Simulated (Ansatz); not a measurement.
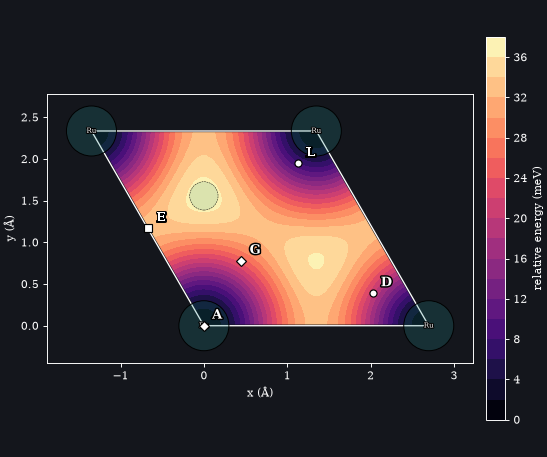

CO on a Ru(001) slab cut from the P6_3/mmc phase, its upper half relaxed before the scan (16 atoms of substrate and one adsorbate in a 2 × 2 cell). CO (O end down) is moved over the surface cell at a fixed height above a rigid substrate; the origin of the map has the adsorbate above Ru13; the height is held at 3.00 Å. Places are given modulo a cell vector. The map is drawn in real space over the plane of the surface. Grid: 6 × 6 points; 10 points were computed and 26 follow by symmetry. Places are given in fractions of the 1 × 1 surface cell. Energies: meV, counted from the lowest grid point. At a fixed height the lowest place need not be the adsorption site. The runs have no spin polarisation; a magnetic state may lie lower. Method: DFT PBE+D3(BJ), scalar-relativistic, plane waves, PAW in Ansatz 0.2.0. Settings: cutoff 420 eV, k-mesh 6×6×1, gaussian smearing 0.1 eV, no spin polarisation.

The picture shows filled contours, labelled circles for the atoms of the top layer and small ones for the second layer, the outline of one cell of the plane, lettered points. Between grid points the surface is interpolated.

What kind of point is each of A, D, E, G: minimum, saddle, maximum or slope?

A: minimum; D: on a slope; E: saddle point; G: on a slope. (In these two coordinates alone; a stationary point may lie a little off the grid point.)

Rank the lettered points by energy, lowest first.

A (0.0 meV), L (8.2 meV), D (20.4 meV), G (24.6 meV), E (32.7 meV).
